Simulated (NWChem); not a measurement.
# One shape, several levels: GaH5O4 (SMILES [OH][Ga-]([OH])([OH])[OH2+])

Aim: a comparison of 3 runs (HF/STO-3G, HF/3-21G, B3LYP/6-31G*) of GaH5O4. 

The results are computed with NWChem 7.3.0.

## 1. Starting point

GaH5O4 has 10 atoms, charge 0, and is taken as a singlet. SMILES: `[OH][Ga-]([OH])([OH])[OH2+]`. The shape is that of a PBE0-D4/def2-TZVP optimisation. This is one conformer, not always the lowest.

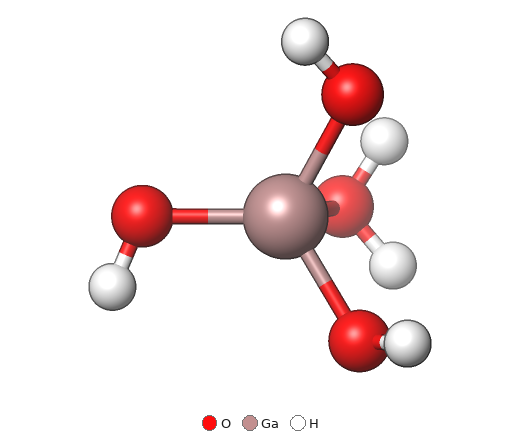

Viewed from a chosen angle; oxygen red, gallium pink, hydrogen white.

## 2. Energy and forces at HF/STO-3G (run 1)

Input file gah5o4.nw:

```
START gah5o4
TITLE "GaH5O4"
memory 2200 mb

GEOMETRY noautosym nocenter noautoz
 O       -1.365500       0.839500       0.826800
 Ga      -0.258700      -0.369600       0.077800
 O        1.268400      -0.779000       0.963300
 O       -0.951200      -1.497000      -1.122600
 O        0.840900       1.117000      -0.929000
 H       -2.290300       0.680000       0.631000
 H        1.179800      -0.778100       1.917300
 H       -0.379400      -2.244800      -1.305600
 H        1.649800       1.053800      -0.399200
 H        0.389200       1.926800      -0.656800
END

BASIS spherical bse
 * library STO-3G
END

SCF
 thresh 1e-08
 maxiter 80
END

TASK scf gradient
```

Started as:

```
nwchem gah5o4.nw > gah5o4.out
```

Log:

```text
[...]
  functions       =    43
[...]
  wavefunction    = RHF
[...]
         Total SCF energy =  -2199.181169206960
      One-electron energy =  -3937.796412289644
      Two-electron energy =   1312.517259774791
 Nuclear repulsion energy =    426.097983307893
        Time for solution =      5.6s
[...]
                         RHF ENERGY GRADIENTS
    atom               coordinates                        gradient
                 x          y          z           x          y          z
   1 O      -2.580421   1.586425   1.562425   -0.071504   0.025074   0.017224
   2 Ga     -0.488872  -0.698443   0.147021    0.016910   0.022660  -0.009883
   3 O       2.396928  -1.472097   1.820373    0.036147  -0.018070   0.064847
   4 O      -1.797507  -2.828920  -2.121406   -0.003312  -0.069308  -0.042674
   5 O       1.589071   2.110824  -1.755555    0.024369   0.043034   0.005346
   6 H      -4.328039   1.285014   1.192417    0.026361   0.009943   0.009917
   7 H       2.229499  -1.470396   3.623172    0.009918  -0.002122  -0.029437
   8 H      -0.716962  -4.242057  -2.467226   -0.022174   0.021574   0.002356
   9 H       3.117670   1.991393  -0.754379   -0.018331  -0.009002  -0.009679
  10 H       0.735481   3.641124  -1.241172    0.001616  -0.023782  -0.008017
[...]
```

It took 7.2 s on 1 thread of Intel Xeon Platinum 8488C (Sapphire Rapids), shared host; peak memory 0.096 GiB.

## 3. Energy and gradient at HF/3-21G (run 2)

Input file a.nw:

```
start a
memory 2200 mb
charge 0

geometry units angstroms noautosym nocenter noautoz
  O     -1.365500     0.839500     0.826800
  Ga    -0.258700    -0.369600     0.077800
  O      1.268400    -0.779000     0.963300
  O     -0.951200    -1.497000    -1.122600
  O      0.840900     1.117000    -0.929000
  H     -2.290300     0.680000     0.631000
  H      1.179800    -0.778100     1.917300
  H     -0.379400    -2.244800    -1.305600
  H      1.649800     1.053800    -0.399200
  H      0.389200     1.926800    -0.656800
end

basis spherical bse
  * library 3-21G
end

scf
  thresh 1e-08
  maxiter 80
  noprint "final vectors analysis"
end

task scf gradient
```

Started as:

```
nwchem a.nw > a.out
```

Log:

```text
[...]
  functions       =    68
[...]
  wavefunction    = RHF
[...]
         Total SCF energy =  -2214.702696768487
      One-electron energy =  -3941.315571689187
      Two-electron energy =   1300.514891612807
 Nuclear repulsion energy =    426.097983307893
        Time for solution =      4.7s
[...]
                         RHF ENERGY GRADIENTS
    atom               coordinates                        gradient
                 x          y          z           x          y          z
   1 O      -2.580421   1.586425   1.562425   -0.023107   0.023689   0.014897
   2 Ga     -0.488872  -0.698443   0.147021   -0.009905  -0.014335   0.011550
   3 O       2.396928  -1.472097   1.820373    0.030588  -0.010135   0.017320
   4 O      -1.797507  -2.828920  -2.121406   -0.012276  -0.018419  -0.025800
   5 O       1.589071   2.110824  -1.755555    0.012547   0.013072  -0.022758
   6 H      -4.328039   1.285014   1.192417    0.009176  -0.004832  -0.002625
   7 H       2.229499  -1.470396   3.623172   -0.006034   0.002915  -0.009185
   8 H      -0.716962  -4.242057  -2.467226    0.001076   0.008678   0.007741
   9 H       3.117670   1.991393  -0.754379   -0.009117   0.005824   0.003021
  10 H       0.735481   3.641124  -1.241172    0.007052  -0.006457   0.005840
[...]
```

It took 6.6 s on 1 thread of Intel Xeon Platinum 8488C (Sapphire Rapids), shared host; peak memory 0.099 GiB.

## 4. Energy and forces at B3LYP/6-31G(d) (Cartesian functions) (run 3)

Input file run.py:

```python
from ase import Atoms
from ase.calculators.nwchem import NWChem

system = Atoms(['O', 'Ga', 'O', 'O', 'O', 'H', 'H', 'H', 'H', 'H'], positions=[
    [-1.365500, 0.839500, 0.826800],
    [-0.258700, -0.369600, 0.077800],
    [1.268400, -0.779000, 0.963300],
    [-0.951200, -1.497000, -1.122600],
    [0.840900, 1.117000, -0.929000],
    [-2.290300, 0.680000, 0.631000],
    [1.179800, -0.778100, 1.917300],
    [-0.379400, -2.244800, -1.305600],
    [1.649800, 1.053800, -0.399200],
    [0.389200, 1.926800, -0.656800],
])

calc = NWChem(
    label='mol',
    theory='dft',
    memory='2200 mb',
    basis='6-31G*',
    dft={'xc': 'b3lyp', 'mult': '1', 'grid': 'fine', 'convergence': 'energy 1e-08', 'iterations': '100', 'mulliken': None},
)
system.calc = calc

forces = system.get_forces()
print(f"energy = {system.get_potential_energy():.6f} eV")
print("forces (eV/A):")
for s, f in zip(system.symbols, forces):
    print(f"{s:2s} {f[0]:10.5f} {f[1]:10.5f} {f[2]:10.5f}")
print("dipole (e A):", system.get_dipole_moment().round(4))
```

Started as:

```
export ASE_NWCHEM_COMMAND="nwchem PREFIX.nwi > PREFIX.nwo"
python run.py
```

Log:

```text
energy = -60643.522181 eV
forces (eV/A):
O     0.30390    0.38320    0.26925
Ga   -0.03486   -0.07148    0.07760
O     0.43878   -0.05327   -0.38181
O    -0.52373    0.14023   -0.18425
O    -0.01476   -0.18306   -0.48800
H    -0.44588   -0.14928   -0.13560
H    -0.15643   -0.00108    0.48224
H     0.33527   -0.35126   -0.04916
H     0.32211   -0.04685    0.25562
H    -0.22441    0.33286    0.15416
dipole (e A): [0.2569 0.3489 0.1264]
```

The calculator wrote mol.nwi:

```
title "mol"

permanent_dir mol

scratch_dir mol

start mol

geometry units angstrom nocenter noautosym noautoz
  O  -1.3654999999999999e+00 8.3950000000000002e-01 8.2679999999999998e-01
  Ga -2.5869999999999999e-01 -3.6959999999999998e-01 7.7799999999999994e-02
  O  1.2684000000000000e+00 -7.7900000000000003e-01 9.6330000000000005e-01
  O  -9.5120000000000005e-01 -1.4970000000000001e+00 -1.1226000000000000e+00
  O  8.4089999999999998e-01 1.1170000000000000e+00 -9.2900000000000005e-01
  H  -2.2902999999999998e+00 6.8000000000000005e-01 6.3100000000000001e-01
  H  1.1798000000000000e+00 -7.7810000000000001e-01 1.9173000000000000e+00
  H  -3.7940000000000002e-01 -2.2448000000000001e+00 -1.3056000000000001e+00
  H  1.6497999999999999e+00 1.0538000000000001e+00 -3.9920000000000000e-01
  H  3.8919999999999999e-01 1.9268000000000001e+00 -6.5680000000000005e-01
end

memory 2200 mb

basis noprint
   * library 6-31G*
end

dft
  xc b3lyp
  mult 1
  grid fine
  convergence energy 1e-08
  iterations 100
  mulliken
end

task dft gradient
```

mol.nwo:

```text
Northwest Computational Chemistry Package (NWChem) 7.3.0
             --------------------------------------------------------

           Job information
           ---------------

    nwchem branch   = 7.3.0
    use scalapack   = T
    input           = mol.nwi
    prefix          = mol.
    data base       = mol/mol.db
    status          = startup
    nproc           =        1

           Memory information
           ------------------

    heap     =     72089598 doubles =      550.0 Mbytes
    stack    =     72089595 doubles =      550.0 Mbytes
    global   =    144179200 doubles =     1100.0 Mbytes (distinct from heap & stack)
    total    =    288358393 doubles =     2200.0 Mbytes
    verify   = yes
    hardfail = no

[... 100 lines left out ...]
  convergence criterion.
[... 40 lines left out ...]
          Spatial weights used:  Erf1
[... 76 lines left out ...]
         Total DFT energy =    -2228.608352643964
[... 3 lines left out ...]
 Nuclear repulsion energy =      426.097983307893
[... 804 lines left out ...]
          Convergence on gradient requested:  5.00D-04
[... 27 lines left out ...]
          total energy or number of iterations.
[... 26 lines left out ...]
                         DFT ENERGY GRADIENTS

    atom               coordinates                        gradient
                 x          y          z           x          y          z
   1 O      -2.580421   1.586425   1.562425   -0.005910  -0.007452  -0.005236
   2 Ga     -0.488872  -0.698443   0.147021    0.000678   0.001390  -0.001509
   3 O       2.396928  -1.472097   1.820373   -0.008533   0.001036   0.007425
[... 6 lines of this table left out ...]
  10 H       0.735481   3.641124  -1.241172    0.004364  -0.006473  -0.002998

                 ----------------------------------------
                 |  Time  |  1-e(secs)   |  2-e(secs)   |
                 ----------------------------------------
                 |  CPU   |       0.01   |       5.27   |
                 ----------------------------------------
                 |  WALL  |       0.01   |       5.27   |
                 ----------------------------------------

 Task  times  cpu:       40.8s     wall:       40.8s
 Total times  cpu:       40.8s     wall:       40.8s
```

It took 42 s on 1 thread of Intel Xeon Platinum 8488C (Sapphire Rapids), shared host; peak memory 0.12 GiB.

## 5. All runs side by side

| run | level | Cartesian functions | iteration cap | energy (Eh) | dipole moment (D) | HOMO energy (eV) | LUMO energy (eV) | wall time |
| --- | --- | --- | --- | --- | --- | --- | --- | --- |
| 1 | HF/STO-3G | no | 80 | -2199.181169 | 2.92 | -6.13 | 10.01 | 7.2 s |
| 2 | HF/3-21G | no | 80 | -2214.702697 | 2.34 | – | – | 6.6 s |
| 3 | B3LYP/6-31G* (Cartesian functions) | yes | 100 | -2228.608353 | 2.17 | -7.60 | -0.48 | 42 s |

## 6. Results

```
                       quantity           value
            run 3: total energy  -2228.60835 Eh
           run 3: dipole moment          2.17 D
             run 3: HOMO energy        -7.60 eV
             run 3: LUMO energy        -0.48 eV
           run 3: HOMO–LUMO gap         7.12 eV
run 3: largest force on an atom      0.584 eV/Å
```

**Reading.** The dipole moment (its size) runs from 2.17 D (B3LYP/6-31G*) to 2.92 D (HF/STO-3G). The two ends differ in method and basis. In run 1 the basis is minimal, so the values are rough. All runs together took 56 s, the longest 42 s.
